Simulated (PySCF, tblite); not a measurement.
# C₆H₁₂B₂: geometry, infrared bands and NMR shifts

Wanted: the infrared bands and NMR shifts of C₆H₁₂B₂ (`C=C1CBC(C)BC1`), by calculation.

The runs use tblite 0.8.0 and PySCF 2.14.0, with density-fitted response routines of our own; the level of theory stands in each step. All values are computed, except where a source is named. Atoms count from 0, in the outputs and in this text.

### 1 The molecule as given

20 atoms, charge 0, multiplicity 1; geometry from: force field or distance geometry start.

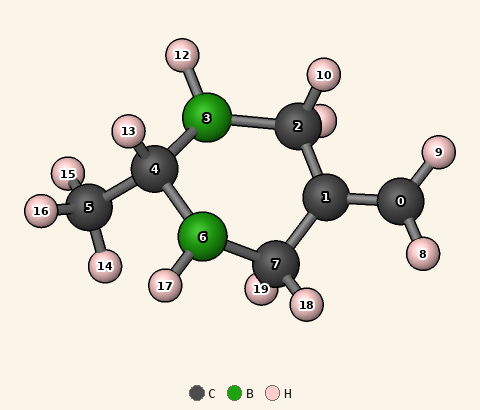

As it starts; carbon dark grey, boron green, hydrogen pink, atoms numbered.

### 2 Optimising the geometry with GFN2-xTB

What the job is given:

```
{"job": {"kind": "relax", "xc": "GFN2-xTB", "basis": "xTB"}, "charge": 0, "multiplicity": 1}
C      2.888000     0.203200    -0.158300
C      1.559000     0.114800    -0.341400
C      0.843600     1.296900    -0.805100
B     -0.736100     1.239300    -0.588000
C     -1.398800     0.197000     0.434700
C     -2.537900    -0.592100    -0.197200
B     -0.338400    -0.883500     0.937600
C      0.875000    -1.163400    -0.044100
H      3.449300    -0.666300     0.196900
H      3.413600     1.146600    -0.357700
H      1.235000     2.232400    -0.317400
H      1.068000     1.478500    -1.896500
H     -1.324600     2.265300    -0.681000
H     -1.830800     0.759700     1.277200
H     -2.166100    -1.563700    -0.559100
H     -3.079300    -0.027100    -0.942000
H     -3.249200    -0.791600     0.656700
H     -0.804100    -1.834700     1.491200
H      1.576900    -1.816200     0.501000
H      0.552000    -1.584300    -1.020300
```

On the command line:

```sh
$ OMP_NUM_THREADS=1 python probes_run.py task.json out
```

This one command runs all jobs of the session in turn.

The program printed:

```text
step      E/eV     max force
  0    -580.79723    2.938
  1    -581.11013    2.016
  2    -581.28020    1.187
  3    -581.39499    0.689
  4    -581.46136    0.307
  5    -581.47407    0.263
  6    -581.49783    0.267
  7    -581.51185    0.277
  8    -581.52496    0.241
  9    -581.53487    0.222
 10    -581.54595    0.201
 11    -581.55710    0.245
 12    -581.56760    0.220
 13    -581.57600    0.187
 14    -581.58343    0.191
 15    -581.59093    0.176
 16    -581.59759    0.187
 17    -581.60256    0.173
 18    -581.60686    0.151
 19    -581.61161    0.163
 20    -581.61672    0.178
 21    -581.62104    0.127
 22    -581.62386    0.095
 23    -581.62586    0.097
 24    -581.62798    0.111
 25    -581.63047    0.127
 26    -581.63303    0.150
 27    -581.63554    0.146
 28    -581.63822    0.149
 29    -581.64117    0.153
 30    -581.64412    0.128
 31    -581.64682    0.109
 32    -581.64957    0.130
 33    -581.65314    0.144
 34    -581.65816    0.165
 35    -581.66368    0.160
 36    -581.66828    0.178
 37    -581.67231    0.196
 38    -581.67171    0.329
 39    -581.67905    0.156
 40    -581.68236    0.140
 41    -581.68845    0.095
 42    -581.69063    0.117
 43    -581.69349    0.184
 44    -581.69697    0.163
 45    -581.70014    0.098
 46    -581.70156    0.100
 47    -581.70389    0.093
 48    -581.70638    0.109
 49    -581.70879    0.120
 50    -581.71017    0.099
 51    -581.71167    0.097
 52    -581.71268    0.083
 53    -581.71389    0.062
 54    -581.71458    0.055
 55    -581.71539    0.058
 56    -581.71609    0.055
 57    -581.71683    0.061
 58    -581.71746    0.060
 59    -581.71804    0.054
 60    -581.71863    0.057
 61    -581.71931    0.060
 62    -581.72013    0.060
 63    -581.72105    0.072
 64    -581.72197    0.075
 65    -581.72283    0.061
 66    -581.72360    0.053
 67    -581.72429    0.047
 68    -581.72492    0.049
 69    -581.72555    0.059
 70    -581.72626    0.073
 71    -581.72713    0.083
 72    -581.72814    0.073
 73    -581.72918    0.071
 74    -581.73020    0.078
 75    -581.73129    0.078
 76    -581.73257    0.090
 77    -581.73428    0.103
 78    -581.73635    0.115
 79    -581.73873    0.125
 80    -581.74077    0.132
 81    -581.74259    0.108
 82    -581.74432    0.111
 83    -581.74662    0.108
 84    -581.74847    0.081
 85    -581.74989    0.108
 86    -581.75121    0.091
 87    -581.75309    0.122
 88    -581.75546    0.159
 89    -581.75693    0.133
 90    -581.75893    0.084
 91    -581.75979    0.152
 92    -581.76157    0.080
 93    -581.76347    0.086
 94    -581.76611    0.128
 95    -581.77001    0.184
 96    -581.77406    0.340
 97    -581.77790    0.187
 98    -581.78475    0.190
 99    -581.79165    0.174
100    -581.79921    0.190
101    -581.80662    0.182
102    -581.81437    0.185
103    -581.82103    0.174
104    -581.82582    0.248
105    -581.83438    0.296
106    -581.84401    0.227
107    -581.85431    0.173
108    -581.86066    0.203
109    -581.86924    0.218
110    -581.87749    0.238
111    -581.88320    0.180
112    -581.88763    0.169
113    -581.89198    0.167
114    -581.89697    0.234
115    -581.90275    0.217
116    -581.90988    0.165
117    -581.91451    0.188
118    -581.91847    0.168
119    -581.92198    0.173
120    -581.92401    0.183
121    -581.92646    0.121
122    -581.92797    0.084
123    -581.92912    0.063
124    -581.93012    0.065
125    -581.93105    0.061
126    -581.93191    0.071
127    -581.93295    0.077
128    -581.93416    0.066
129    -581.93574    0.075
130    -581.93735    0.078
131    -581.93870    0.073
132    -581.93982    0.074
133    -581.94088    0.060
134    -581.94192    0.062
135    -581.94292    0.065
136    -581.94381    0.061
137    -581.94450    0.057
138    -581.94509    0.050
139    -581.94562    0.046
140    -581.94607    0.058
141    -581.94647    0.061
142    -581.94697    0.056
143    -581.94766    0.065
144    -581.94851    0.062
145    -581.94937    0.070
146    -581.95015    0.063
147    -581.95098    0.096
148    -581.95199    0.098
149    -581.95309    0.084
150    -581.95398    0.066
151    -581.95463    0.064
152    -581.95518    0.060
153    -581.95572    0.052
154    -581.95636    0.048
155    -581.95707    0.063
156    -581.95777    0.060
157    -581.95836    0.055
158    -581.95879    0.045
159    -581.95914    0.047
160    -581.95950    0.055
161    -581.95990    0.044
162    -581.96021    0.034
163    -581.96044    0.043
164    -581.96066    0.051
165    -581.96087    0.048
166    -581.96106    0.024
167    -581.96118    0.028
168    -581.96127    0.025
169    -581.96134    0.021
170    -581.96141    0.017
171    -581.96147    0.016
172    -581.96152    0.018
173    -581.96158    0.015
174    -581.96163    0.016
175    -581.96168    0.016
176    -581.96172    0.014
177    -581.96176    0.014
178    -581.96179    0.013
179    -581.96182    0.013
180    -581.96184    0.013
181    -581.96187    0.011
182    -581.96190    0.012
183    -581.96193    0.012
184    -581.96196    0.012
185    -581.96198    0.010
186    -581.96200    0.008
```

Wall time 2.1 s (1 thread of Arm Neoverse N1, shared host); peak memory 0.18 GiB.

Step by step: (not every step is listed)

| step | energy from step 0 (eV) | largest force (eV/Å) |
| --- | --- | --- |
| 0 | 0.0000 | 2.9379 |
| 1 | -0.3129 | 2.0162 |
| 2 | -0.4830 | 1.1868 |
| 3 | -0.5978 | 0.6893 |
| 4 | -0.6641 | 0.3068 |
| 5 | -0.6768 | 0.2631 |
| 6 | -0.7006 | 0.2672 |
| 7 | -0.7146 | 0.2773 |
| 8 | -0.7277 | 0.2409 |
| 25 | -0.8332 | 0.1268 |
| 42 | -0.8934 | 0.1169 |
| 59 | -0.9208 | 0.0542 |
| 76 | -0.9353 | 0.0902 |
| 93 | -0.9662 | 0.0856 |
| 110 | -1.0803 | 0.2375 |
| 127 | -1.1357 | 0.0768 |
| 144 | -1.1513 | 0.0615 |
| 161 | -1.1627 | 0.0436 |
| 178 | -1.1646 | 0.0130 |
| 181 | -1.1646 | 0.0110 |
| 182 | -1.1647 | 0.0124 |
| 183 | -1.1647 | 0.0119 |
| 184 | -1.1647 | 0.0122 |
| 185 | -1.1648 | 0.0105 |
| 186 | -1.1648 | 0.0078 |

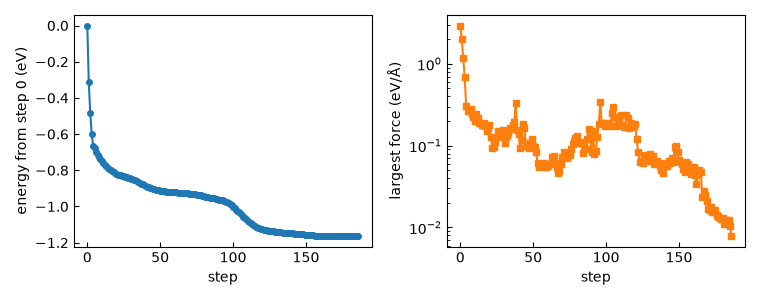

Energy and force, step by step.

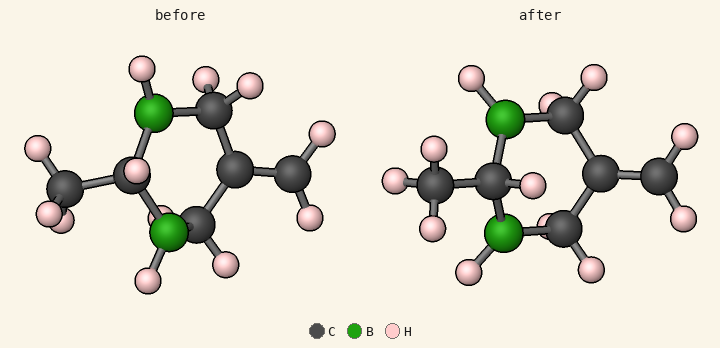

Before and after, at one scale.

Distances of close pairs at the start and the end, largest changes first:

| bond | before (Å) | after (Å) | change (Å) |
| --- | --- | --- | --- |
| C1–C2 | 1.457 | 1.502 | +0.044 |
| C5–H16 | 1.129 | 1.089 | -0.040 |
| C2–H11 | 1.129 | 1.096 | -0.033 |
| C2–H10 | 1.125 | 1.093 | -0.032 |
| B3–C4 | 1.604 | 1.573 | -0.030 |
| B6–H17 | 1.195 | 1.172 | -0.023 |
| C4–B6 | 1.595 | 1.573 | -0.022 |
| C1–C7 | 1.480 | 1.502 | +0.022 |

The final coordinates are the input of the step that follows.

### 3 Infrared spectrum with GFN2-xTB

What the job is given:

```
{"job": {"kind": "ir", "xc": "GFN2-xTB", "basis": "xTB"}, "charge": 0, "multiplicity": 1}
C      2.578867     0.608204     0.586048
C      1.619886     0.157573    -0.207340
C      0.858307     1.035578    -1.158120
B     -0.704863     0.942464    -0.947053
C     -1.209665    -0.009184     0.199412
C     -2.724210    -0.098868     0.412047
B     -0.428136    -1.364063     0.031243
C      1.133874    -1.262935    -0.184984
H      3.096766    -0.033805     1.279925
H      2.894962     1.638693     0.574002
H      1.216858     2.065656    -1.089770
H      1.080802     0.720905    -2.184553
H     -1.437991     1.529062    -1.648331
H     -0.752579     0.426724     1.101029
H     -3.204347    -0.523555    -0.466189
H     -3.153517     0.886311     0.587035
H     -2.963070    -0.731046     1.265501
H     -0.965767    -2.405083     0.021753
H      1.685721    -1.838946     0.561970
H      1.372954    -1.733007    -1.146356
```

The program printed:

```text
mode    cm-1     km/mol
  1      82.6      0.09
  2     112.4      0.38
  3     147.6      1.72
  4     169.8      0.10
  5     274.4      0.04
  6     292.5      0.03
  7     345.8      3.55
  8     399.2      0.02
  9     423.8      4.17
 10     440.9      0.57
 11     538.2      4.77
 12     623.9     12.53
 13     654.4      1.54
 14     682.3      0.08
 15     739.0      1.52
 16     761.1      1.63
 17     824.9    167.84
 18     844.4     76.51
 19     851.3     12.88
 20     881.1     21.56
 21     920.0    122.65
 22     949.5      2.96
 23     958.9      4.31
 24     982.0      0.62
 25     991.1     24.46
 26    1059.8     10.61
 27    1063.7     87.85
 28    1098.3     66.27
 29    1122.3      5.07
 30    1137.9     51.23
 31    1169.9     86.69
 32    1234.6     15.80
 33    1248.3     40.07
 34    1276.5     36.25
 35    1283.0     43.30
 36    1415.3      0.01
 37    1425.8     20.13
 38    1436.0      5.80
 39    1453.5     13.96
 40    1511.8      1.86
 41    1512.4      2.82
 42    1727.8     41.80
 43    2623.0    191.95
 44    2626.6    134.78
 45    2857.5     21.08
 46    2913.5      1.12
 47    2919.0     74.43
 48    2971.9     53.99
 49    2972.2     10.66
 50    3013.1     48.93
 51    3020.6     52.12
 52    3040.2     41.80
 53    3089.7     36.89
 54    3107.9     62.17
```

It took 1.1 s on 1 thread of Arm Neoverse N1, shared host; peak memory 0.18 GiB.

The strongest bands and the atoms that carry them (share of the mass-weighted mode):

| cm⁻¹ | km/mol | atoms |
| --- | --- | --- |
| 825 | 167.8 | C7 15 %, C2 15 %, B3 13 %, B6 13 % |
| 844 | 76.5 | H17 18 %, H12 17 %, B3 11 %, B6 10 % |
| 920 | 122.7 | H13 37 %, C4 10 % |
| 1064 | 87.8 | C4 26 %, C5 21 %, B6 10 % |
| 1170 | 86.7 | H13 25 %, H14 13 %, C5 12 %, C4 12 % |
| 2623 | 191.9 | H12 73 %, H17 19 % |
| 2627 | 134.8 | H17 73 %, H12 19 % |
| 2919 | 74.4 | H11 53 %, H19 35 % |

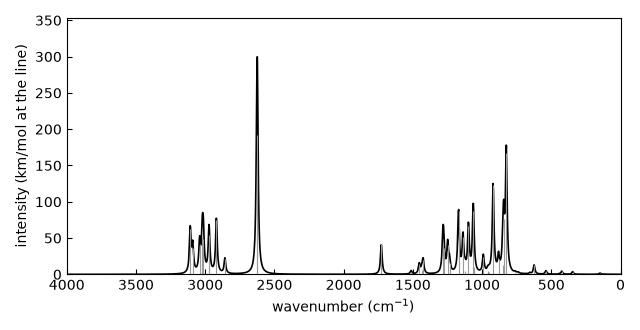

The infrared spectrum from these modes, unscaled. Lines are broadened to a width of 14 cm⁻¹ (Lorentzian).

### 4 Shielding tensors: PBE0/pcSseg-1

Same as in step 3 but for these lines:

```diff
@@ -1,2 +1,2 @@
-{"job": {"kind": "ir", "xc": "GFN2-xTB", "basis": "xTB"}, "charge": 0, "multiplicity": 1}
+{"job": {"kind": "nmr", "xc": "PBE0", "basis": "pcSseg-1"}, "charge": 0, "multiplicity": 1}
 C      2.578867     0.608204     0.586048
```

With the program's defaults for keys left out, this is: GIAO PBE0/pcSseg-1 NMR shielding, non-relativistic, gas phase.

The program printed:

```text
coarse grid: 16128 points
cycle   1  E = -285.0185410748  dE =  8.566e-01  |g| = 5.091e-01  |ddm| = 3.933e+00
cycle   2  E = -285.0148558701  dE =  3.685e-03  |g| = 5.336e-01  |ddm| = 9.972e-01
cycle   3  E = -285.0908563926  dE = -7.600e-02  |g| = 4.234e-02  |ddm| = 5.564e-01
cycle   4  E = -285.0911186171  dE = -2.622e-04  |g| = 2.834e-02  |ddm| = 6.751e-02
cycle   5  E = -285.0912992538  dE = -1.806e-04  |g| = 7.835e-03  |ddm| = 2.667e-02
cycle   6  E = -285.0913132071  dE = -1.395e-05  |g| = 2.853e-03  |ddm| = 9.253e-03
cycle   7  E = -285.0913152956  dE = -2.089e-06  |g| = 2.575e-04  |ddm| = 2.795e-03
final grid: 154128 points
cycle   8  E = -285.1353831390  dE = -5.229e-05  |g| = 8.965e-03  |ddm| = 4.034e-02
cycle   9  E = -285.1353764640  dE =  6.675e-06  |g| = 1.036e-02  |ddm| = 1.907e-02
cycle  10  E = -285.1354046535  dE = -2.819e-05  |g| = 1.471e-03  |ddm| = 1.063e-02
cycle  11  E = -285.1354051721  dE = -5.187e-07  |g| = 2.598e-04  |ddm| = 1.339e-03
cycle  12  E = -285.1354051879  dE = -1.580e-08  |g| = 8.220e-05  |ddm| = 3.198e-04
cycle  13  E = -285.1354051896  dE = -1.708e-09  |g| = 2.137e-05  |ddm| = 9.575e-05
cycle  14  E = -285.1354051897  dE = -1.100e-10  |g| = 3.389e-06  |ddm| = 2.158e-05
converged SCF energy = -285.1354051897

GIAO shielding tensors (ppm)
atom      isotropic    diamagn.    paramagn.     s11        s22        s33       span
  0 C       75.548     250.790    -175.242    -21.213    105.502    142.355    163.568
  1 C       29.066     263.294    -234.228    -91.389     18.470    160.118    251.507
  2 C      142.142     252.603    -110.461    121.931    151.257    153.238     31.306
  3 B        9.828     191.519    -181.691    -63.896    -20.569    113.948    177.845
  4 C      127.159     257.141    -129.982     71.558    124.536    185.384    113.825
  5 C      170.093     241.879     -71.787    156.276    168.212    185.791     29.515
  6 B        9.864     191.567    -181.702    -63.763    -20.628    113.984    177.747
  7 C      142.110     252.665    -110.556    121.948    151.280    153.102     31.154
  8 H       26.782      31.352      -4.570     24.100     25.316     30.931      6.830
  9 H       26.783      31.282      -4.499     24.099     25.316     30.933      6.834
 10 H       29.092      32.088      -2.996     25.159     29.067     33.050      7.891
 11 H       29.612      30.375      -0.763     25.313     28.401     35.122      9.809
 12 H       23.689      30.984      -7.296     17.539     26.337     27.190      9.650
 13 H       29.742      34.234      -4.492     22.450     32.567     34.210     11.761
 14 H       29.872      28.263       1.609     26.807     27.380     35.429      8.621
 15 H       30.068      28.131       1.936     25.521     28.492     36.190     10.670
 16 H       30.071      28.187       1.884     25.522     28.492     36.199     10.677
 17 H       23.691      31.059      -7.368     17.548     26.336     27.189      9.642
 18 H       29.087      32.244      -3.157     25.154     29.065     33.043      7.888
 19 H       29.616      30.488      -0.873     25.312     28.407     35.128      9.815
```

Run time: 73 s. Hardware: 1 thread of Arm Neoverse N1, shared host; peak memory 0.82 GiB.

Shifts follow as δ = σ(reference) − σ, with reference shieldings (ppm) from runs at the same level and on the same kind of geometry: 1H TMS 31.72, 13C TMS 186.9, 11B BF3·OEt2 100.1. The references are single molecules in the gas phase. Atoms listed in one row are averaged.

| atoms | environment | σ (ppm) | δ (ppm) | δ scaled to CDCl3 |
| --- | --- | --- | --- | --- |
| C1 | fully substituted alkene carbon | 29.1 | 157.9 | 152.2 |
| C0 | terminal =CH2 carbon | 75.5 | 111.4 | 106.8 |
| C4 | sp3 CH bonded to 2 B | 127.2 | 59.8 | 56.4 |
| C2, C7 | allylic sp3 CH2 bonded to B | 142.1 | 44.8 | 41.8 |
| C5 | methyl carbon | 170.1 | 16.8 | 14.5 |
| H12, H17 | hydrogen on a boron bonded to 2 C, in a 6-membered ring | 23.69 | 8.03 | – |
| H8, H9 | hydrogen on a terminal =CH2 carbon | 26.78 | 4.93 | 4.76 |
| H10, H18 | hydrogen on an allylic sp3 CH2 bonded to B | 29.09 | 2.63 | 2.58 |
| H11, H19 | hydrogen on an allylic sp3 CH2 bonded to B | 29.61 | 2.10 | 2.09 |
| H13 | hydrogen on an sp3 CH bonded to 2 B | 29.74 | 1.97 | 1.97 |
| H14, H15, H16 | hydrogen on a methyl carbon | 30.00 | 1.71 | 1.72 |
| B3, B6 | boron bonded to 2 C, H, in a 6-membered ring | 9.8 | 90.2 | – |

The scaled column applies a straight-line fit of computed shieldings to shifts measured in CDCl3 (root-mean-square error 0.16 ppm for H, 1.9 ppm for C).

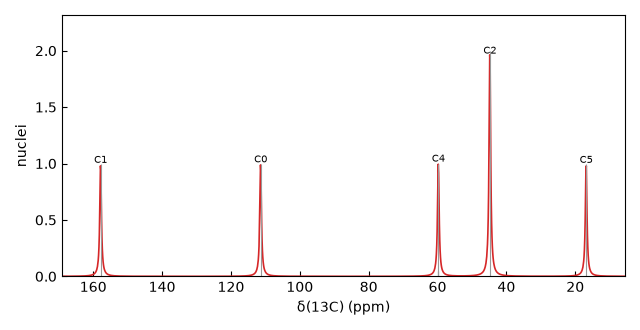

13C lines at the computed shifts, without couplings. Lines are broadened to a width of 0.56 ppm (Lorentzian).

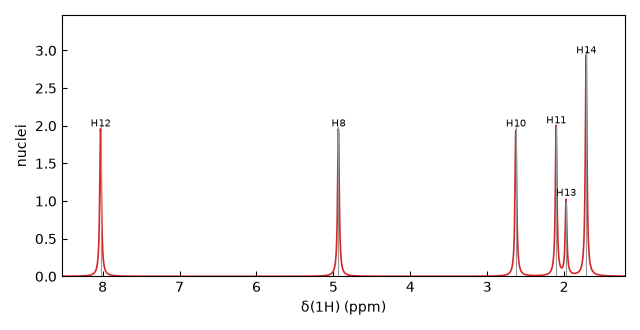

1H lines at the computed shifts, without couplings. Lines are broadened to a width of 0.03 ppm (Lorentzian).

The run also stored atomic charges by several schemes (e):

| atoms | Mulliken | IAO | Hirshfeld | ESP fit |
| --- | --- | --- | --- | --- |
| C0 | -0.07 | -0.37 | -0.13 | -0.73 |
| C1 | -0.42 | 0.04 | 0.01 | 0.50 |
| C2, C7 | -0.34 | -0.41 | -0.14 | -0.75 |
| B3, B6 | 0.39 | 0.20 | 0.18 | 0.49 |
| C4 | -0.71 | -0.38 | -0.15 | -0.09 |
| C5 | -0.18 | -0.40 | -0.12 | -0.48 |

Hirshfeld charges:

C0 -0.13; C1 0.01; C2 -0.14; B3 0.18; C4 -0.15; C5 -0.12; B6 0.18; C7 -0.14; H8 0.04; H9 0.04; H10 0.05; H11 0.05; H12 -0.06; H13 0.06; H14 0.04; H15 0.04; H16 0.04; H17 -0.06; H18 0.05; H19 0.05

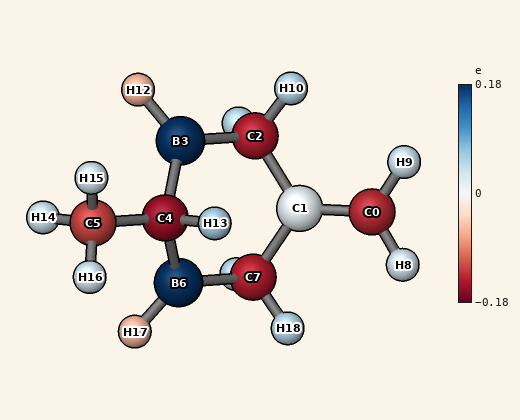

Hirshfeld charges, as colours on the atoms.

Mayer bond orders: C0–C1 2.00, C1–C2 1.04, C2–B3 0.98, B3–C4 0.98, C4–C5 1.04, C4–B6 0.98, B6–C7 0.98, C7–C1 1.04.

Ring of atoms C1, C2, B3, C4, B6, C7: NICS(0) 2.1, NICS(1) -2.9, NICS(1)zz -0.5 ppm (means of both faces; NICS(1) differs between them: -3.9 and -1.9).

The two faces differ (NICS(1)zz 3.3 and -4.2 ppm).

The fields below are evaluated on a grid from the run's orbitals.

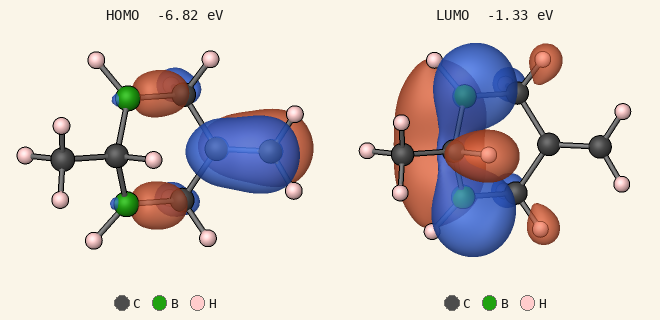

PBE0/pcSseg-1 orbitals near the gap, drawn at the value that encloses 70 % of each; the two colours are the two signs.

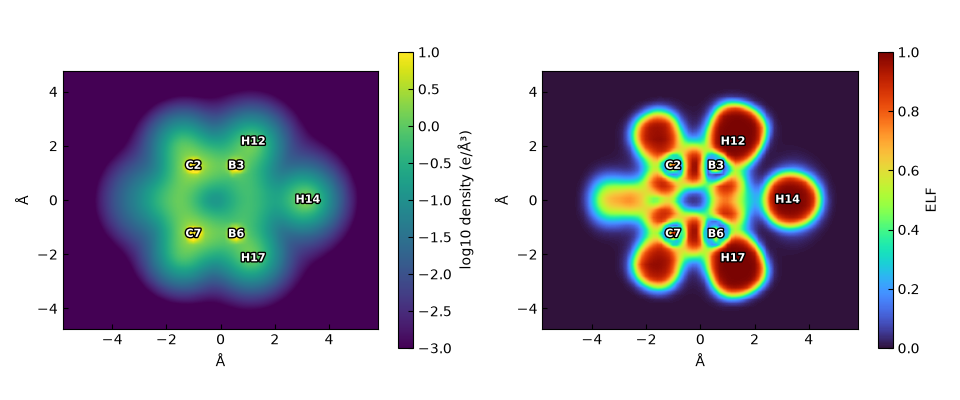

Density (left) and ELF (right) in a plane through or near 7 of the atoms.

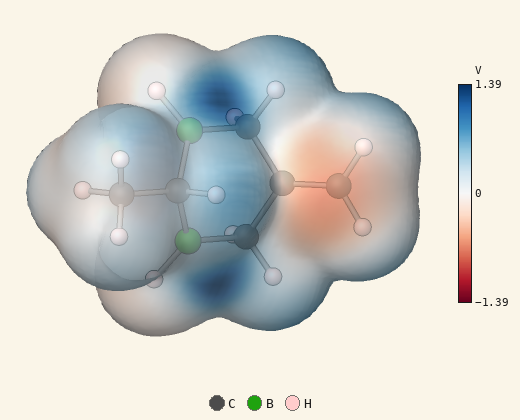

Electrostatic potential on the surface of density 0.002 e/bohr³; red is low, blue high. It runs from -0.74 V near C0 to 1.39 V near B3.

### 5 Results

| quantity | value |
| --- | --- |
| strongest single infrared mode (GFN2-xTB) | 2623 cm⁻¹, 192 km/mol |
| zero-point energy (GFN2-xTB) | 103.2 kcal/mol |
| 13C shifts against TMS (PBE0/pcSseg-1, means over atoms taken as alike) | 157.9, 111.4, 59.8, 44.8, 16.8 ppm |
| 1H shifts against TMS (PBE0/pcSseg-1, means over atoms taken as alike) | 8.03, 4.93, 2.63, 2.10, 1.97, 1.71 ppm |
| 11B shifts against BF3·OEt2 (PBE0/pcSseg-1, means over atoms taken as alike) | 90.2 ppm |
| surface potential, least and greatest | -0.74 V and 1.39 V |

In words: The optimisation took 186 steps and gained 1.165 eV; among the close pairs (by a distance rule), C1–C2 changed most, from 1.457 to 1.502 Å. All 54 modes are real, so the xTB geometry is a minimum. Unscaled tight-binding wavenumbers are off by several per cent, some by more. Its intensities can rank the bands wrongly. The most deshielded carbon is C1 (fully substituted alkene carbon), at 157.9 ppm: as expected for a trigonal carbon in a double bond. At PBE0/pcSseg-1: Shielding is most anisotropic at C1 (span 252 ppm, paramagnetic term -234 ppm). By nearest atom (PBE0/pcSseg-1), the HOMO sits on C0 38 %; C1 26 % and the LUMO on B3, B6 about 28 % each; H12, H13, H17 about 8 % each.
